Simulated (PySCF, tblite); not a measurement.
# C₂₁H₁₅B: electronic excitations, NMR shifts

What do calculations give for the electronic excitations, NMR shifts of C₂₁H₁₅B (`CB1C=Cc2cc3cc4ccc5ccccc5c4cc3cc21`)?

Programs: tblite 0.8.0 and PySCF 2.14.0, with routines of our own; each step states its level. All values are computed. Atoms count from 0.

### Step 1. The starting structure

37 atoms, charge 0, multiplicity 1; geometry from: force field, distance geometry or constructed start.

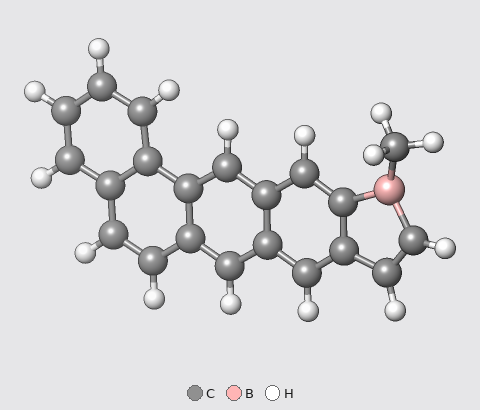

The starting geometry (carbon grey, boron pink, hydrogen white).

### Step 2. Geometry optimisation with GFN2-xTB

Job settings and geometry (Å):

```
{"job": {"kind": "relax", "xc": "GFN2-xTB", "basis": "xTB"}, "charge": 0, "multiplicity": 1}
C      5.161100     2.031200    -0.190000
B      4.668100     0.528600    -0.304300
C      5.506100    -0.717900     0.172000
C      4.665800    -1.698500     0.487000
C      3.278200    -1.267900     0.351200
C      2.118700    -1.985700     0.640900
C      0.873200    -1.346800     0.485300
C     -0.306200    -2.033100     0.772500
C     -1.553200    -1.409600     0.623500
C     -2.720900    -2.130900     0.917600
C     -3.971400    -1.544100     0.780900
C     -4.093300    -0.219800     0.354100
C     -5.373600     0.348400     0.234400
C     -5.518400     1.664500    -0.198300
C     -4.401500     2.435900    -0.500000
C     -3.119700     1.887900    -0.376400
C     -2.929900     0.551200     0.048400
C     -1.641600    -0.059200     0.183800
C     -0.434500     0.632600    -0.094300
C      0.813600     0.002600     0.052300
C      1.999300     0.706900    -0.232700
C      3.215900     0.040300    -0.084000
H      6.198400     2.121800    -0.562100
H      5.119700     2.351800     0.871000
H      4.491500     2.686100    -0.791900
H      6.571700    -0.773800     0.258300
H      4.981600    -2.669000     0.859200
H      2.192200    -3.008100     0.993500
H     -0.259800    -3.066000     1.105500
H     -2.658200    -3.159000     1.254200
H     -4.846000    -2.129800     1.016300
H     -6.258400    -0.230200     0.461700
H     -6.511100     2.094100    -0.291200
H     -4.520400     3.453200    -0.826600
H     -2.299100     2.542400    -0.639400
H     -0.427300     1.657200    -0.434500
H      1.982400     1.734400    -0.570600
```

Launch:

```
OMP_NUM_THREADS=1 python large_run.py task.json out
```

One launch serves the whole session: the jobs run in the order shown.

What it wrote:

```text
step      E/eV     max force
  0   -1464.16626    3.043
  1   -1464.42975    1.512
  2   -1464.51765    0.916
  3   -1464.55339    0.588
  4   -1464.57995    0.292
  5   -1464.58864    0.237
  6   -1464.59731    0.198
  7   -1464.60389    0.234
  8   -1464.61015    0.203
  9   -1464.61462    0.159
 10   -1464.61828    0.137
 11   -1464.62141    0.145
 12   -1464.62436    0.167
 13   -1464.62707    0.123
 14   -1464.62938    0.114
 15   -1464.63130    0.101
 16   -1464.63295    0.094
 17   -1464.63442    0.091
 18   -1464.63578    0.083
 19   -1464.63707    0.079
 20   -1464.63822    0.076
 21   -1464.63921    0.060
 22   -1464.64010    0.063
 23   -1464.64098    0.067
 24   -1464.64185    0.059
 25   -1464.64257    0.057
 26   -1464.64309    0.056
 27   -1464.64354    0.051
 28   -1464.64403    0.046
 29   -1464.64458    0.056
 30   -1464.64507    0.047
 31   -1464.64550    0.034
 32   -1464.64594    0.037
 33   -1464.64644    0.042
 34   -1464.64690    0.039
 35   -1464.64724    0.030
 36   -1464.64747    0.024
 37   -1464.64768    0.032
 38   -1464.64794    0.040
 39   -1464.64822    0.037
 40   -1464.64850    0.030
 41   -1464.64878    0.030
 42   -1464.64907    0.028
 43   -1464.64936    0.028
 44   -1464.64959    0.026
 45   -1464.64978    0.026
 46   -1464.64996    0.028
 47   -1464.65020    0.033
 48   -1464.65049    0.034
 49   -1464.65082    0.038
 50   -1464.65116    0.038
 51   -1464.65150    0.033
 52   -1464.65185    0.040
 53   -1464.65223    0.036
 54   -1464.65264    0.042
 55   -1464.65305    0.044
 56   -1464.65343    0.034
 57   -1464.65371    0.031
 58   -1464.65391    0.025
 59   -1464.65405    0.023
 60   -1464.65417    0.022
 61   -1464.65429    0.024
 62   -1464.65439    0.021
 63   -1464.65448    0.020
 64   -1464.65457    0.022
 65   -1464.65466    0.027
 66   -1464.65476    0.028
 67   -1464.65488    0.026
 68   -1464.65500    0.027
 69   -1464.65512    0.021
 70   -1464.65521    0.019
```

Run time: 2.7 s. Hardware: 1 thread of Arm Neoverse N1, shared host; peak memory 0.19 GiB.

The steps of the relaxation:

| step | energy from step 0 (eV) | largest force (eV/Å) |
| --- | --- | --- |
| 0 | 0.0000 | 3.0433 |
| 1 | -0.2635 | 1.5123 |
| 2 | -0.3514 | 0.9156 |
| 3 | -0.3871 | 0.5888 |
| 4 | -0.4137 | 0.2920 |
| 5 | -0.4224 | 0.2376 |
| 6 | -0.4311 | 0.1982 |
| 7 | -0.4376 | 0.2336 |
| 8 | -0.4439 | 0.2030 |
| 13 | -0.4608 | 0.1236 |
| 18 | -0.4695 | 0.0832 |
| 23 | -0.4747 | 0.0669 |
| 29 | -0.4783 | 0.0564 |
| 34 | -0.4806 | 0.0384 |
| 39 | -0.4820 | 0.0367 |
| 44 | -0.4833 | 0.0257 |
| 50 | -0.4849 | 0.0371 |
| 55 | -0.4868 | 0.0435 |
| 60 | -0.4879 | 0.0213 |
| 66 | -0.4885 | 0.0280 |
| 67 | -0.4886 | 0.0264 |
| 68 | -0.4887 | 0.0270 |
| 69 | -0.4889 | 0.0210 |
| 70 | -0.4889 | 0.0187 |

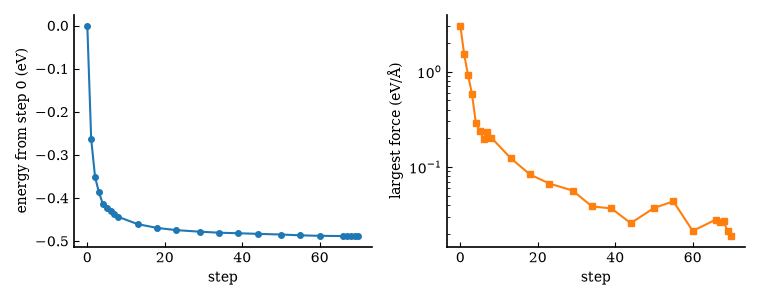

Energy and force, step by step.

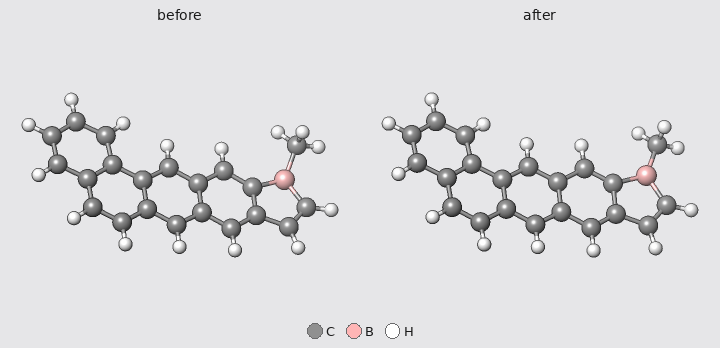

The geometry before (left) and after (right).

Close pairs (by a distance rule), those that changed most:

| bond | before (Å) | after (Å) | change (Å) |
| --- | --- | --- | --- |
| C4–C21 | 1.380 | 1.441 | +0.061 |
| C9–C10 | 1.388 | 1.350 | -0.038 |
| C4–C5 | 1.394 | 1.358 | -0.036 |
| C20–C21 | 1.395 | 1.359 | -0.036 |
| C10–C11 | 1.397 | 1.427 | +0.030 |
| C17–C18 | 1.419 | 1.391 | -0.027 |
| C0–H24 | 1.113 | 1.088 | -0.026 |
| C14–C15 | 1.399 | 1.374 | -0.025 |

The next job starts from the end point, and lists it.

### Step 3. Harmonic vibrations with GFN2-xTB

Job settings and geometry (Å):

```
{"job": {"kind": "ir", "xc": "GFN2-xTB", "basis": "xTB"}, "charge": 0, "multiplicity": 1}
C      5.231367     2.059525    -0.322447
B      4.697978     0.611681    -0.043474
C      5.506932    -0.684163     0.259012
C      4.649675    -1.692275     0.513851
C      3.258410    -1.267962     0.425956
C      2.130573    -1.994594     0.633862
C      0.857184    -1.370617     0.498759
C     -0.331005    -2.054436     0.726982
C     -1.571802    -1.437763     0.596777
C     -2.770056    -2.160429     0.873837
C     -3.980793    -1.573071     0.767065
C     -4.107555    -0.214719     0.348146
C     -5.375651     0.371303     0.222420
C     -5.513971     1.670376    -0.196962
C     -4.378344     2.415027    -0.510058
C     -3.126128     1.861226    -0.390556
C     -2.949948     0.540903     0.048008
C     -1.648306    -0.072107     0.197540
C     -0.455358     0.611016    -0.017945
C      0.789547     0.004497     0.128384
C      2.001156     0.729731    -0.074237
C      3.211252     0.128879     0.074092
H      6.233759     2.076085    -0.743730
H      5.281237     2.600972     0.623683
H      4.579510     2.638429    -0.972930
H      6.576529    -0.830269     0.284911
H      4.913637    -2.711135     0.758951
H      2.171461    -3.041203     0.904083
H     -0.293190    -3.093922     1.024106
H     -2.676167    -3.192318     1.182685
H     -4.885883    -2.121345     0.988926
H     -6.247255    -0.223109     0.458875
H     -6.494033     2.113957    -0.291321
H     -4.485153     3.433421    -0.853288
H     -2.269488     2.462929    -0.649745
H     -0.467616     1.652822    -0.300216
H      1.930345     1.774511    -0.346842
```

What it wrote:

```text
mode    cm-1     km/mol
  1      33.6      0.88
  2      38.0      0.06
  3      42.7      0.30
  4      79.2      0.78
  5      98.0      0.03
  6     108.2      0.00
  7     162.9      0.12
  8     173.5      0.14
  9     177.8      0.03
 10     231.9      0.64
 11     253.8      0.03
 12     267.1      0.32
 13     320.9      0.49
 14     323.5      0.25
 15     359.5      0.00
 16     389.3      0.16
 17     393.0      1.66
 18     429.3      4.21
 19     446.6      0.10
 20     459.8      0.68
 21     488.8      6.34
 22     495.8      0.38
 23     502.3      1.82
 24     517.8      1.54
 25     524.2      0.15
 26     552.5      0.41
 27     591.0      2.21
 28     602.9      0.59
 29     655.8      0.22
 30     663.6      0.36
 31     701.7      5.83
 32     715.7      0.05
 33     726.3      0.98
 34     737.4      0.80
 35     759.5      2.62
 36     767.1     18.75
 37     771.3     12.67
 38     786.0      2.15
 39     817.3      0.77
 40     832.3     78.53
 41     839.0     16.85
 42     842.7      7.58
 43     852.0      0.15
 44     856.4      9.04
 45     868.7      1.71
 46     870.0     12.04
 47     874.2     14.19
 48     880.0      1.49
 49     911.3      0.90
 50     920.5      0.02
 51     923.6      0.39
 52     926.5      0.16
 53     987.1     13.20
 54     997.1      5.06
 55    1076.3     21.79
 56    1095.7      0.26
 57    1116.9     49.83
 58    1125.2     15.93
 59    1148.1      9.76
 60    1171.1      0.34
 61    1180.8      5.79
 62    1186.3      0.16
 63    1204.3     22.24
 64    1212.7    219.76
 65    1225.9      0.09
 66    1241.2     20.64
 67    1256.5      6.65
 68    1266.7      4.77
 69    1278.2      2.96
 70    1298.6     30.88
 71    1311.7     37.68
 72    1342.5      8.80
 73    1364.0      5.05
 74    1381.9     19.69
 75    1383.0     21.99
 76    1394.5      6.76
 77    1419.5      0.12
 78    1436.9      6.85
 79    1443.5      3.02
 80    1473.2      4.49
 81    1478.2      3.18
 82    1490.7      3.87
 83    1497.8      3.56
 84    1544.7     23.16
 85    1549.5      1.66
 86    1573.4      2.91
 87    1583.4     90.77
 88    1602.2      1.41
 89    1610.1      7.18
 90    1621.4     23.47
 91    2989.3     20.74
 92    3029.6     27.26
 93    3035.5     25.37
 94    3056.0     38.64
 95    3058.8      5.95
 96    3061.4      2.48
 97    3063.9      1.89
 98    3065.6     88.88
 99    3068.3      9.28
100    3076.5     93.80
101    3078.7     37.81
102    3085.6    189.49
103    3086.3      7.40
104    3090.9     77.10
105    3104.0     44.49
```

Run time: 8.2 s. Hardware: 1 thread of Arm Neoverse N1, shared host; peak memory 0.19 GiB.

Which atoms move in the most intense modes:

| cm⁻¹ | km/mol | atoms |
| --- | --- | --- |
| 832 | 78.5 | H25 14 %, B1 12 %, H23 12 %, H26 12 % |
| 1117 | 49.8 | B1 32 %, H25 26 % |
| 1213 | 219.8 | B1 42 %, H27 11 % |
| 1583 | 90.8 | C21 25 %, C20 20 %, C4 14 % |
| 3066 | 88.9 | H28 31 %, H26 27 %, H27 18 % |
| 3076 | 93.8 | H29 43 %, H30 42 % |
| 3086 | 189.5 | H25 75 %, H26 13 % |
| 3091 | 77.1 | H32 45 %, H33 23 %, H35 17 % |

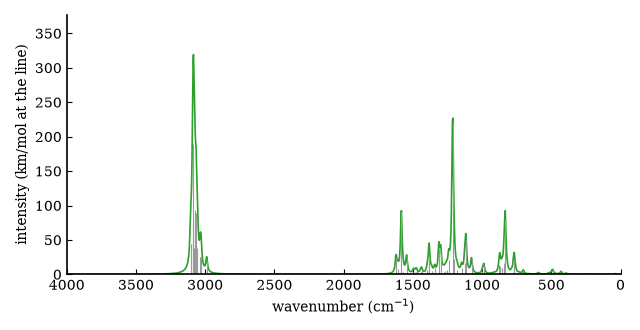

The infrared spectrum from these modes, unscaled. Lines are broadened to a width of 14 cm⁻¹ (Lorentzian).

### Step 4. Electronic excitations: TDA PBE0/def2-SVP

The job, as its differences from that of step 3:

```diff
@@ -1,2 +1,2 @@
-{"job": {"kind": "ir", "xc": "GFN2-xTB", "basis": "xTB"}, "charge": 0, "multiplicity": 1}
+{"job": {"kind": "uv", "basis": "def2-SVP", "grid": 1, "kgrid": 0, "vcut": 1.5, "nstates": 6, "ntriplets": 2, "tda": true, "delta": ["ip_vertical"], "pop": true, "xc": "PBE0"}, "charge": 0, "multiplicity": 1}
 C      5.231367     2.059525    -0.322447
```

With the program's defaults for keys left out, this is: TDA PBE0/def2-SVP, vertical, gas phase, core orbitals frozen in the response, virtual orbitals cut by energy.

What it wrote:

```text
start: PBE on a coarse grid of 31420 points
cycle   1  E = -832.1027565456  dE =  3.381e+00  |g| = 8.191e-01  |ddm| = 8.967e+00
cycle   2  E = -831.8755271204  dE =  2.272e-01  |g| = 1.192e+00  |ddm| = 2.977e+00
cycle   3  E = -832.2049981330  dE = -3.295e-01  |g| = 5.488e-01  |ddm| = 2.262e+00
cycle   4  E = -832.3060945363  dE = -1.011e-01  |g| = 9.985e-02  |ddm| = 8.225e-01
cycle   5  E = -832.3079070010  dE = -1.812e-03  |g| = 7.354e-02  |ddm| = 2.443e-01
cycle   6  E = -832.3093653226  dE = -1.458e-03  |g| = 2.101e-02  |ddm| = 1.075e-01
cycle   7  E = -832.3094740857  dE = -1.088e-04  |g| = 8.892e-03  |ddm| = 3.539e-02
final grid: 137790 points
cycle   8  E = -832.5771405318  dE = -1.016e-02  |g| = 4.462e-02  |ddm| = 1.708e+00
cycle   9  E = -832.5771069552  dE =  3.358e-05  |g| = 4.796e-02  |ddm| = 1.373e-01
cycle  10  E = -832.5777081281  dE = -6.012e-04  |g| = 1.511e-02  |ddm| = 8.593e-02
cycle  11  E = -832.5777705014  dE = -6.237e-05  |g| = 3.593e-03  |ddm| = 2.332e-02
cycle  12  E = -832.5777735325  dE = -3.031e-06  |g| = 1.811e-03  |ddm| = 7.854e-03
cycle  13  E = -832.5777726925  dE =  8.400e-07  |g| = 5.058e-04  |ddm| = 2.850e-03
cycle  14  E = -832.5777743529  dE = -1.660e-06  |g| = 2.263e-04  |ddm| = 9.939e-04
cycle  15  E = -832.5777728294  dE =  1.523e-06  |g| = 4.581e-05  |ddm| = 3.628e-04
converged SCF energy = -832.5777728294
Vertical ionisation energy (delta-SCF) = 7.1929 eV   <S^2> = 0.769

Static polarisability (au): isotropic 284.804, principal 98.583 250.773 505.057

Singlet excitations
state   eV       nm        f      main configurations
  1   3.0029    412.9   0.09837   H->L 0.59, H-1->L 0.26, H-1->L+1 0.10
  2   3.2007    387.4   0.04966   H-1->L 0.64, H->L 0.19, H-1->L+1 0.09
  3   3.7638    329.4   0.03845   H->L+1 0.73, H-1->L+1 0.11
  4   4.0796    303.9   0.59490   H-1->L+1 0.30, H->L+2 0.25, H->L+1 0.14
  5   4.2590    291.1   0.00347   H-2->L 0.71, H->L+2 0.10
  6   4.4923    276.0   0.11757   H-3->L 0.71

Triplet excitations (Tamm-Dancoff, eV): 2.2736 2.4478
```

Run time: 2.9 min. Hardware: 1 thread of Arm Neoverse N1, shared host; peak memory 0.69 GiB.

The orbitals next to the gap, with their largest atomic shares:

| orbital | eV | atoms |
| --- | --- | --- |
| HOMO−4 | -8.34 | C20 15 %, C10 9 %, C21 8 % |
| HOMO−3 | -7.42 | C5 15 %, C16 14 %, C13 13 % |
| HOMO−2 | -7.17 | C12 14 %, C15 14 %, C21 10 % |
| HOMO−1 | -6.22 | C2 11 %, C19 10 %, C17 10 % |
| HOMO | -5.95 | C7 17 %, C18 12 %, C5 10 % |
| LUMO | -2.25 | B1 29 %, C3 18 %, C2 6 % |
| LUMO+1 | -1.72 | C7 15 %, C18 13 %, C5 8 % |
| LUMO+2 | -0.88 | C12 18 %, C15 17 %, C9 8 % |
| LUMO+3 | -0.16 | C5 12 %, C13 11 %, C16 11 % |

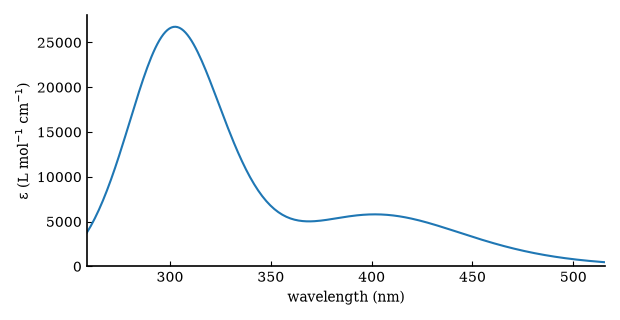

Absorption spectrum: each of the 6 states is a Gaussian band of 0.4 eV half-width at 1/e. Beyond the last state computed it falls off for lack of states.

Further results of this job:

| property | computed |
| --- | --- |
| dipole moment (D) | 0.93 |
| polarisability (Å³) | 42.20 |
| HOMO–LUMO gap (eV) | 3.70 |
| −ε(HOMO) (eV) | 5.95 |

[end of part 1 of 2]
